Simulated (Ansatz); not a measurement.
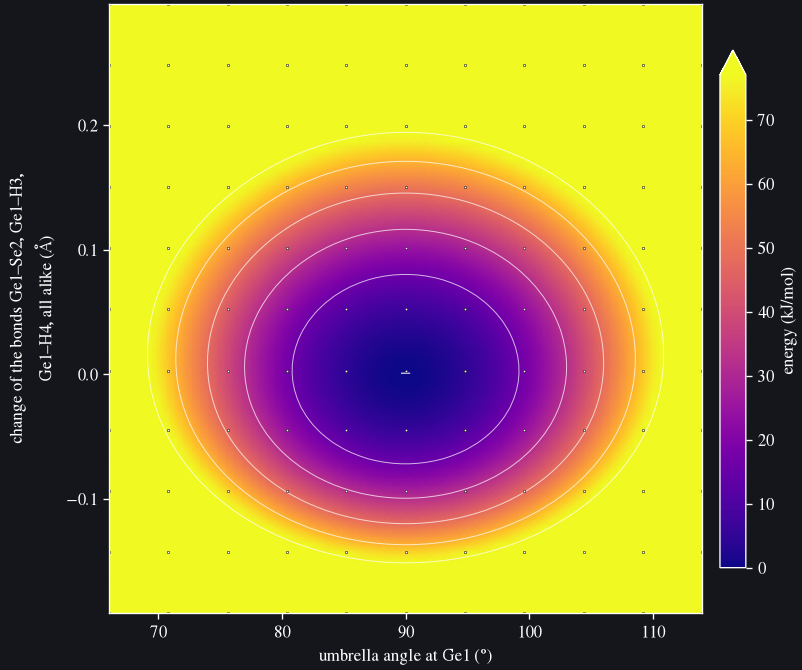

GeH₃Se, SMILES [GeH2+][SeH], charge +1. Coordinates scanned: (1) umbrella angle at Ge1 (between each of its bonds and their common axis; 90 is planar); (2) change of the bonds Ge1–Se2, Ge1–H3, Ge1–H4, all alike. Nothing is relaxed (all other coordinates rigid). The grid has 11 × 11 points; 91 points were computed and 30 follow by symmetry. Points are written as (first, second). Energies: kJ/mol, counted from the lowest grid point. The restricted reference is unstable at some or all points, so the energies there are unreliable. Computed with RHF-MP2, frozen core/def2-TZVP (Ansatz 0.2.0).

The picture shows a smooth colour map with a few white contour lines, dots at the grid points, one colour for all values above the top of the scale. Between grid points the surface is interpolated.

Where is the minimum, and how stiff is the well along each coordinate?

Answer. The interpolated minimum is at the first coordinate ≈ 90.0°, the second coordinate ≈ 0.000 Å. The curvatures there are about 13 eV/rad² and 58 eV/Å², with a cross term of about 0 eV/(rad·Å). Round the minimum the two coordinates are nearly uncoupled. (1 eV is 96.5 kJ/mol.)
